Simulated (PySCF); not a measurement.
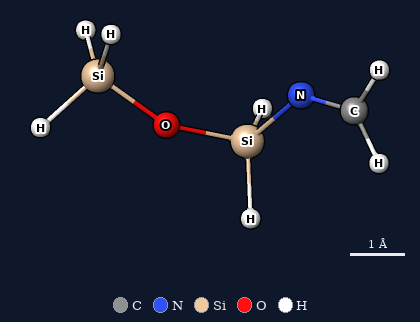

The structure as given in the input (ball-and-stick view, seen at a tilt).

## NMR shielding calculation, with input and output: CH7NOSi2

- system: CH7NOSi2, SMILES C=N[SiH2]O[SiH3]
- method: GIAO BP86/3-21G NMR shielding, non-relativistic, gas phase (PySCF 2.14.0)

The run did not end well. The geometry comes from this level: GFN2-xTB.

### Input
```
{"job": {"kind": "nmr", "xc": "BP86", "basis": "3-21G", "pop": true, "scf": {"diis": false, "max_cycle": 71}}, "charge": 0, "multiplicity": 1}
C      2.492464     0.820993     0.458980
N      1.407107     0.576616    -0.100330
Si     0.521045    -0.863285    -0.444761
O     -0.998905    -0.590378     0.036186
Si    -2.430804     0.162790     0.048325
H      3.151687     0.068497     0.905116
H      2.841299     1.850037     0.523725
H      0.880253    -2.086010     0.270854
H      0.582819    -0.970226    -1.898802
H     -3.273012    -0.717628     0.855497
H     -2.263822     1.484299     0.649366
H     -2.908933     0.263609    -1.330183
```

The first line tells a small driver script what to run in PySCF; the rest is the geometry in Å.

Run as:
```bash
OMP_NUM_THREADS=1 python <driver script> task.json out
```

### What the program printed
```
final grid: 94864 points
cycle   1  E = -747.1598413856  dE =  1.722e-01  |g| = 9.150e-01  |ddm| = 3.235e+00
cycle   2  E = -746.1791796634  dE =  9.807e-01  |g| = 2.299e+00  |ddm| = 3.596e+00
cycle   3  E = -744.4193033840  dE =  1.760e+00  |g| = 3.886e+00  |ddm| = 5.125e+00
cycle   4  E = -728.3367768227  dE =  1.608e+01  |g| = 5.653e+00  |ddm| = 2.042e+01
cycle   5  E = -706.4215933745  dE =  2.192e+01  |g| = 9.399e+00  |ddm| = 2.317e+01
cycle   6  E = -679.5734682492  dE =  2.685e+01  |g| = 7.055e+00  |ddm| = 4.265e+01
cycle   7  E = -689.2745954615  dE = -9.701e+00  |g| = 8.575e+00  |ddm| = 4.515e+01
cycle   8  E = -587.2124513143  dE =  1.021e+02  |g| = 7.963e+00  |ddm| = 6.066e+01
cycle   9  E = -642.0041413088  dE = -5.479e+01  |g| = 7.415e+00  |ddm| = 6.188e+01
cycle  10  E = -557.5380969909  dE =  8.447e+01  |g| = 8.645e+00  |ddm| = 7.923e+01
[... 51 cycles left out ...]
cycle  62  E = -505.0928688380  dE =  1.183e+02  |g| = 8.131e+00  |ddm| = 9.322e+01
cycle  63  E = -623.3969072252  dE = -1.183e+02  |g| = 6.888e+00  |ddm| = 9.322e+01
cycle  64  E = -505.0928688380  dE =  1.183e+02  |g| = 8.131e+00  |ddm| = 9.322e+01
cycle  65  E = -623.3969072252  dE = -1.183e+02  |g| = 6.888e+00  |ddm| = 9.322e+01
cycle  66  E = -505.0928688380  dE =  1.183e+02  |g| = 8.131e+00  |ddm| = 9.322e+01
cycle  67  E = -623.3969072252  dE = -1.183e+02  |g| = 6.888e+00  |ddm| = 9.322e+01
cycle  68  E = -505.0928688380  dE =  1.183e+02  |g| = 8.131e+00  |ddm| = 9.322e+01
cycle  69  E = -623.3969072252  dE = -1.183e+02  |g| = 6.888e+00  |ddm| = 9.322e+01
cycle  70  E = -505.0928688380  dE =  1.183e+02  |g| = 8.131e+00  |ddm| = 9.322e+01
cycle  71  E = -623.3969072252  dE = -1.183e+02  |g| = 6.888e+00  |ddm| = 9.322e+01
SCF not converged, last energy = -623.3969072252
```

### Outcome

| quantity | value |
| --- | --- |
| outcome | not converged |
| total energy | −623.396907 hartree |
| HOMO | −80.18 eV |
| LUMO | −74.85 eV |
| dipole moment | 344.49 D |
| hardware | 1 CPU thread, shared host |
| wall time | 18 s |
| peak memory | 0.38 GiB |

### What went wrong

Some settings of this run were drawn to be unusual or wrong. The run did not converge. At least one of its steps failed, so the values that rest on that step are not results.
